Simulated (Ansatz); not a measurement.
# KSrCl3 (model cell, started as cubic perovskite with Sr in the octahedra): a soft mode frozen in, part 3 of 3

Wanted: the energy along a soft mode of KSrCl3 (model cell, started as cubic perovskite with Sr in the octahedra) and the structure at the end.

Ansatz 0.2.0; DFT PBEsol, scalar-relativistic, plane waves, PAW; PAW set soft_1.

So far. Step 5 (Energy along the mode, all amplitudes (two of the runs …): The lowest of the steps tried is the last one, at 0.6 Å, 30.1 meV/atom below the parent; the bottom of the well need not coincide with a step. Step 7 (The new phase in its own primitive cell): The largest force component left is 0.66 meV/Å and the pressure is -0.005 GPa, within the tolerances set. The cell now holds 32.21 Å³/atom. The relaxed cell has a = 7.584, c = 5.601 Å (conventional setting).

The structure was built from a prototype and need not be the compound's stable phase.

**8. Modes of the new phase**

A relaxed structure may still be a saddle point, so its zone-centre modes are computed. The response to a homogeneous field gives the Born charges and the dielectric tensor.

Contents of input.yaml:

```yaml
crystal:
  lattice:
    - [7.5838580412, 0.0, 0.0]
    - [0.0, 7.5838580412, 0.0]
    - [0.0, 0.0, 5.6006197651]
  atoms:
    - { symbol: K, position: [0.5, 0.0, 0.0] }
    - { symbol: K, position: [0.0, 0.5, 0.0] }
    - { symbol: Sr, position: [0.0, 0.0, 0.5] }
    - { symbol: Sr, position: [0.5, 0.5, 0.5] }
    - { symbol: Cl, position: [0.3359807183, 0.8359807183, 0.5] }
    - { symbol: Cl, position: [0.6640192817, 0.1640192817, 0.5] }
    - { symbol: Cl, position: [0.1640192817, 0.3359807183, 0.5] }
    - { symbol: Cl, position: [0.8359807183, 0.6640192817, 0.5] }
    - { symbol: Cl, position: [0.0, 0.0, 0.0] }
    - { symbol: Cl, position: [0.5, 0.5, 0.0] }
kpoints:
  mp_grid: { grid: [4, 4, 4] }
hamiltonian:
  xc: pbesol
  pseudopotentials: { kind: paw, azcp: { folder: soft_1 }, xc_functional: pbe }
scf:
  occupations: { method: fixed }
output:
  eigenvalues: true
phonons:
  method: dfpt
  dielectric: true
  rigid_motions: translations
```

The run is started by

```sh
$ ansatz run input.yaml --threads 4 --pin off --max-ram 16384MiB --backend cpu --events-out ev --progress --plain --runs-dir out
```

Numbers of over 12 decimals in the logs are rounded to 6 here.

Log:

```text
[...]
Crystal: 10 atoms, lattice volume = 322.119 Å³
Basis set: ecut = 420 eV, 6291 PW (Γ), exchange–correlation on 108×108×80 points (8 copies of the dense FFT grid, shifted against one another)
Bands: 50, of which v1, the nominal top of the filled ones, is band 40 counted from 1 (39 counted from 0)
Symmetry: 16 space group operations
k-points: 36 of 64 (irreducible under 1 space group operation, time reversal used)
[...]
SCF iter   1: F=—  HF=-16408.129548 eV  |F-HF|=—  |Δ(HF+E_count)|=         —  Δρ=4.30e-2  dr2=1.08e1  ethr=3.10e-3  ⟨swp⟩=9.1  Hψ=10264  notcnv=0  defer=239
[...]
SCF iter  11: F=-16403.722392 eV  HF=-16403.722392 eV  |F-HF|=3.27e-11  |Δ(HF+E_count)|=  7.49e-10  Δρ=1.16e-7  dr2=7.29e-11  ethr=1.00e-12  ⟨swp⟩=23.9  Hψ=17086  notcnv=0
SCF 1 converged in 11 iterations: F = -16403.722392 eV  dr2 = 7.29e-11
[...]
DFPT response loops at Γ: preconditioner auto → Resta (q_TF=auto, 2.163 Å⁻¹)  ε∞=3.6 (no band partly filled); β = 1.00, the filter's whole step (`scf.mixing.beta` (0.50) is not read by the response loops at its default; to damp them type it under 1.00, their step now; it binds the ground state too); Broyden in place of MSR1
── the response to a field inside a basis, on 4×4×4 k-points: an SCF that follows is theirs, and a resumed run solves both again ──
Bands: 41, of which v1, the nominal top of the filled ones, is band 40 counted from 1 (39 counted from 0)
k-points: 6 of 64
[...]
Eigensolver: Dense (6 Hₖ)
SCF iter   1: F=—  HF=-16403.411991 eV  |F-HF|=—  |Δ(HF+E_count)|=         —  Δρ=4.87e-4  dr2=2.12e-4  ethr=1.00e-1
[...]
SCF iter   4: F=-16403.412121 eV  HF=-16403.412121 eV  |F-HF|=1.06e-7  |Δ(HF+E_count)|=   7.22e-7  Δρ=4.89e-6  dr2=6.40e-8  ethr=2.16e-9
SCF 1 converged in 4 iterations: F = -16403.412121 eV  dr2 = 6.40e-8
[...]
SCF converged after 11 iterations
Free energy (F): -16403.722392 eV
[...]
Internal energy: -16403.722392 eV  (E = F + TS)
E sigma→0 (E₀):  -16403.722392 eV
Fermi energy:    1.344803 eV
[...]
--- Band table (eV; the first three rows and the last of 36) ---
  k-point 0: bands = [... 36 lower, 0.8306, 0.9281, 1.3448, 1.3448, 6.0624, 7.1311, 7.1311, 7.7800, ... 6 higher]
  k-point 1: bands = [... 36 lower, 0.9678, 0.9678, 1.3325, 1.3325, 6.6349, 7.6399, 7.6399, 7.8339, ... 6 higher]
  k-point 2: bands = [... 36 lower, 1.1797, 1.1797, 1.3199, 1.3199, 7.5685, 7.8166, 8.0446, 8.1727, ... 6 higher]
  k-point 35: bands = [... 36 lower, 1.0262, 1.0262, 1.0533, 1.0533, 8.0889, 8.0889, 8.4776, 8.4776, ... 6 higher]
--- Phonons (Γ-DFPT): 8 representative perturbations + reference, on 36 of 64 k-points (Σ response iterations 26) ---
  k mesh reduced under 1 symmetry operation, with k and −k counted as one. Each operation leaves every solved perturbation unchanged. A smaller set is not considered because the run solves the response to a homogeneous field
  ASR residual: 3.164e-4 → 0.000e0 eV/Å²; symmetrization residual: 3.383e-5 eV/Å²
  ASR residual per site (eV/Å²): 3.16e-4 3.16e-4 8.71e-5 8.71e-5 5.83e-5 5.83e-5 5.83e-5 5.83e-5 1.18e-4 1.18e-4
  Γ frequencies (cm⁻¹): -49.93 -49.93 -37.68 -37.68 0.00 0.00 0.00 35.91 35.91 37.88 60.82 64.77 64.77 71.42 71.42 73.99 81.45 87.96 99.54 99.54 121.51 143.22 156.25 156.25 196.77 216.86 216.86 230.62 245.36 245.85
  ε∞ (high-frequency dielectric tensor):
        2.547846     0.000000     0.000000
        0.000000     2.547846     0.000000
        0.000000     0.000000     2.577129
  softest optical mode at Γ: -49.93 cm⁻¹; the repairs (sum rule, projections) moved no ω² at Γ by more than (3.19 cm⁻¹)²
  Born effective charges Z* (e; rows j = field, columns β = displacement):
    site 0:
         1.16939    0.07887    0.00000
         0.07887    1.16939    0.00000
         0.00000    0.00000    1.36589
    site 1:
         1.16939   -0.07887   -0.00000
        -0.07887    1.16939    0.00000
         0.00000    0.00000    1.36589
    site 2:
         2.35848    0.09804    0.00000
        -0.09804    2.35848    0.00000
         0.00000    0.00000    2.39016
    site 3:
         2.35848   -0.09804    0.00000
         0.09804    2.35848    0.00000
         0.00000    0.00000    2.39016
    site 4:
        -1.32911    0.40856    0.00000
         0.40856   -1.32911   -0.00000
        -0.00000   -0.00000   -0.93123
    site 5:
        -1.32911    0.40856   -0.00000
         0.40856   -1.32911   -0.00000
        -0.00000   -0.00000   -0.93123
    site 6:
        -1.32911   -0.40856   -0.00000
        -0.40856   -1.32911    0.00000
        -0.00000    0.00000   -0.93123
    site 7:
        -1.32911   -0.40856   -0.00000
        -0.40856   -1.32911    0.00000
        -0.00000    0.00000   -0.93123
    site 8:
        -0.86965   -0.01845   -0.00000
         0.01845   -0.86965   -0.00000
        -0.00000    0.00000   -1.89359
    site 9:
        -0.86965    0.01845   -0.00000
        -0.01845   -0.86965   -0.00000
        -0.00000   -0.00000   -1.89359
  Z* charge neutrality: 2.646e-2 e pre-enforcement
  solved inside a basis spanned on kpoints, on 4×4×4 k-points, its susceptibility summed on 6×6×8: ε∞ is read to err by 5.3e-3, Z* by 1.9e-2 e (field_mesh: kpoints solves on kpoints); Z* is corrected for what the basis lacks
  optical modes at Γ without the LO–TO term, one row a degenerate level:
      ω (cm⁻¹)  modes    IR ((D/Å)²/amu)
        -49.93      2             0.8964
        -37.68      2             4.1609
         35.91      2             0.9309
         37.88      1             0.0000
         60.82      1             0.0000
         64.77      2             0.0000
         71.42      2             0.0007
[...]
optical modes at Γ + LO–TO along q̂ = [1.0000, 0.0000, 0.0000]:
      ω (cm⁻¹)  modes    IR ((D/Å)²/amu)
[...]
optical modes at Γ + LO–TO along q̂ = [0.0000, 1.0000, 0.0000]:
      ω (cm⁻¹)  modes    IR ((D/Å)²/amu)
[...]
optical modes at Γ + LO–TO along q̂ = [0.0000, 0.0000, 1.0000]:
      ω (cm⁻¹)  modes    IR ((D/Å)²/amu)
[...]
81.45      1             0.0000
         81.89      1             0.0376
         99.54      2             2.3006
        121.51      1             0.0000
        126.80      1             2.4700
        143.22      1             0.0000
        156.25      2             1.0984
        196.77      1             0.0000
        216.86      2            11.7589
        230.62      1             0.0000
        245.36      1             0.0000
        286.44      1             9.6271
```

Elapsed: 4.3 min, on 4 threads of Arm Neoverse V1, shared host; peak memory 2.6 GiB.

This step gave:

```yaml
sum_rule_residual_before_enforcement: 3.16e-4 eV/Å²
miss_of_the_charge_sum_rule: 0.02646 e
estimated_error_of_the_dielectric_tensor: 0.005289
estimated_error_of_the_born_charges: 0.01915 e
point_group: 4/mmm
highest_optical_mode_at_the_zone_centre_no_lo_to_term: 245.8 cm⁻¹
lowest_optical_zone_centre_mode: -49.93 cm⁻¹
mean_high_frequency_dielectric_constant: 2.558
largest_born_charge_third_of_the_trace: 2.369 e
top_of_the_zone_centre_spectrum_with_the_field: 286.4 cm⁻¹
```

Without the LO-TO term. Patterns of degenerate modes are one choice out of their space. Modes at Γ, with each element's share of the kinetic energy (negative means imaginary):

```
mode  frequency (cm⁻¹)  symmetry  K %  Sr %  Cl %
   1             -49.9        Eu   55     0    44
   2             -49.9        Eu   55     0    44
   3             -37.7        Eu   40     0    60
   4             -37.7        Eu   40     0    60
   5               0.0  acoustic   17    38    46
   6               0.0  acoustic   17    38    46
   7               0.0  acoustic   17    38    46
   8              35.9        Eu   18    13    69
   9              35.9        Eu   18    13    69
  10              37.9       B1u   39     0    61
  11              60.8       A1u    0    76    24
  12              64.8        Eg    0     0   100
  13              64.8        Eg    0     0   100
  14              71.4        Eu   36    31    34
  15              71.4        Eu   36    31    34
  16              74.0       A2u   82     5    13
  17              81.5       B1u   61     0    39
  18              88.0       A2u    1    34    65
  19              99.5        Eu   31    10    58
  20              99.5        Eu   31    10    58
  21             121.5       A1g    0     0   100
  22             143.2       B2g    0     0   100
  23             156.2        Eu    3    83    14
  24             156.2        Eu    3    83    14
  25             196.8       B1g    0     0   100
  26             216.9        Eu    0    24    76
  27             216.9        Eu    0    24    76
  28             230.6       A2g    0     0   100
  29             245.4       A1u    0    24    76
  30             245.8       A2u    0    23    77
```

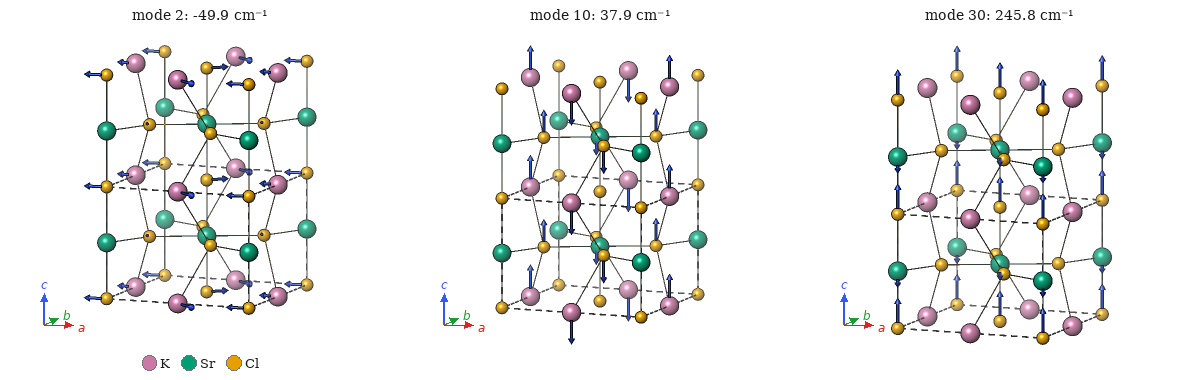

Displacement patterns of modes 2, 10 and 30 at Γ; arrows are exaggerated. 1×1×2 cells are drawn. Some periodic images of atoms are drawn too.

Optical modes at the zone centre, without and with the macroscopic field of the longitudinal modes; each column is sorted by frequency, so a row need not hold one and the same mode. Modes with and without the field, by row:

```
rank among optical modes  no field (cm⁻¹)  q along (1, 0, 0) (cm⁻¹)  q along (0, 0, 1) (cm⁻¹)
                       1            -49.9                     -49.9                     -49.9
                       2            -49.9                     -48.4                     -49.9
                       3            -37.7                     -37.7                     -37.7
                       4            -37.7                      22.2                     -37.7
                       5             35.9                      35.9                      35.9
                       6             35.9                      37.9                      35.9
                       7             37.9                      58.5                      37.9
                       8             60.8                      60.8                      60.8
                       9             64.8                      64.8                      64.8
                      10             64.8                      64.8                      64.8
                      11             71.4                      71.4                      71.4
                      12             71.4                      71.4                      71.4
                      13               74                        74                      81.5
                      14             81.5                      81.5                      81.9
                      15               88                        88                      99.5
                      16             99.5                      99.5                      99.5
                      17             99.5                     113.4                     121.5
                      18            121.5                     121.5                     126.8
                      19            143.2                     143.2                     143.2
                      20            156.2                     156.2                     156.2
                      21            156.2                     159.9                     156.2
                      22            196.8                     196.8                     196.8
                      23            216.9                     216.9                     216.9
                      24            216.9                     230.6                     216.9
                      25            230.6                     245.4                     230.6
                      26            245.4                     245.8                     245.4
                      27            245.8                     257.3                     286.4
```

Born charge (rows field, columns displacement) (e), principal values of the symmetric part by kind of site:

```
atom  atoms with these values    low  middle   high   mean
  K1                        2   1.09    1.25   1.37   1.23
 Sr3                        2   2.36    2.36   2.39   2.37
 Cl5                        4  -1.74   -0.93  -0.92  -1.20
 Cl9                        2  -1.89   -0.87  -0.87  -1.21
```

In full for K1:

```
1.17 0.08 0.00
0.08 1.17 0.00
0.00 0.00 1.37
```

High-frequency dielectric tensor:

```
2.55 0.00 0.00
0.00 2.55 0.00
0.00 0.00 2.58
```

Transverse modes; imaginary modes are left out. Infrared lines, with heights relative to the strongest:

```
position (cm⁻¹)  relative intensity
             36                 7.9
             38                 0.0
             61                 0.0
             65                 0.0
             71                 0.0
             74                  27
             81                 0.0
             88                  18
            100                  20
            122                 0.0
            143                 0.0
            156                 9.3
            197                 0.0
            217                 100
            231                 0.0
            245                 0.0
            246                  59
```

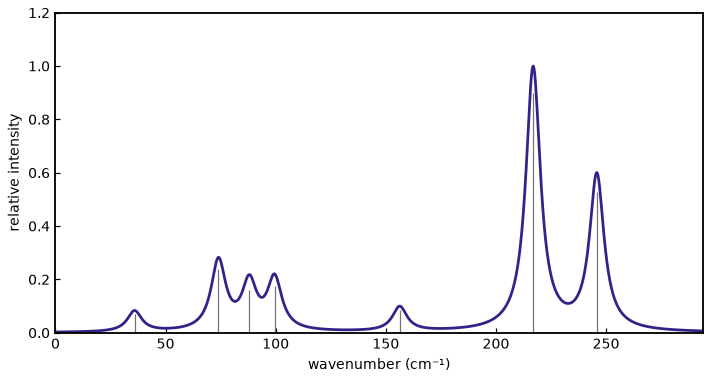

The infrared spectrum, broadened with Lorentzians of width 8 cm⁻¹; bars mark the lines.

Before it was imposed, the acoustic sum rule was missed by 3.2e-4 eV/Å² and the charge sum rule by 0.026 e. Small misses are needed for a sound result but don't prove that mesh and cutoff are converged. The lowest optical mode is imaginary, 49.9i cm⁻¹, so the energy falls along it.

**9. The phases reached**

The phases reached along the modes that were followed are set side by side.

Energies are those of the first relaxation, on the mesh of the frozen mode; space group, volume and gap are those of the last relaxation. Phases, by row:

```
                  mode frozen in  space group  energy from parent (meV/atom)  volume (Å³/atom)  gap on mesh (eV)  lowest zone-centre optical mode (cm⁻¹)  largest shift (Å)
                          parent        Pm-3m                              0             34.83             4.461                                       –                  –
q = (-0.5, -0.5, -0.5), 67i cm⁻¹       I4/mcm                         -55.95             32.21             4.732                                   -58.2              0.922
q = (-0.5, -0.5, -0.5), 67i cm⁻¹         R-3c                         -65.97             32.25             5.017                                   -62.7              0.816
q = (-0.5, -0.5, -0.5), 67i cm⁻¹         Imma                         -75.76             31.99             5.043                                   -28.1              0.995
   q = (0, -0.5, -0.5), 66i cm⁻¹       P4/mbm                         -55.52             32.21             4.718                                   -49.9              0.922
```

**10. Outcome**

```
unstable mode of the parent                                                      : q = (0, -0.5, -0.5), 66i cm⁻¹
depth at the lowest point sampled                                                : 30.1 meV/atom
largest atomic shift at that point                                               : 0.6 Å
space group reached (within 0.01 Å)                                              : P4/mbm
energy gained over the parent (first relaxation, on the mesh of the frozen mode) : 55.5 meV/atom
volume per atom, phase reached                                                   : 32.2 Å³
gap on the k-mesh, phase reached                                                 : 4.72 eV
lowest optical zone-centre mode, phase reached                                   : -49.9 cm⁻¹
highest optical mode at the zone centre (no LO-TO term), phase reached           : 246 cm⁻¹
```

Along this mode the structure falls into P4/mbm, 55.5 meV/atom below the parent. At the parent's cell the well is 30.09 meV/atom deep on the steps tried, with its lowest point at a shift of 0.6 Å. That is the last step tried, so the steps alone don't bracket the bottom of the well. Relaxing atoms and cell changes the gain by +25.44 meV/atom against the lowest step (energies at zero smearing). The new phase still has an imaginary mode at the zone centre of its cell, so it is a saddle point on the way to a lower structure. Of the 4 patterns followed to their end from this parent, this one ends 20.2 meV/atom above the lowest, Imma. Another end point lies within 1 meV/atom; how such a difference moves with mesh and cutoff was not tested. Each path keeps the symmetry of its pattern, so a lower phase may lie along a pattern not tried. The PAW files were made for PBE and serve the other functionals too. The starting cell was built on a prototype and not taken from a measurement, so the phase need not exist.

[Logs are printed without paths, hosts, clocks, repeated set-up lines and the standing remarks that a program may print on its own settings, such as how far it seeks lower states.]

[Hosts, paths, dates, database ids (printed as entryN), source tags and the programs' standing remarks are cut or masked in the printed files.]
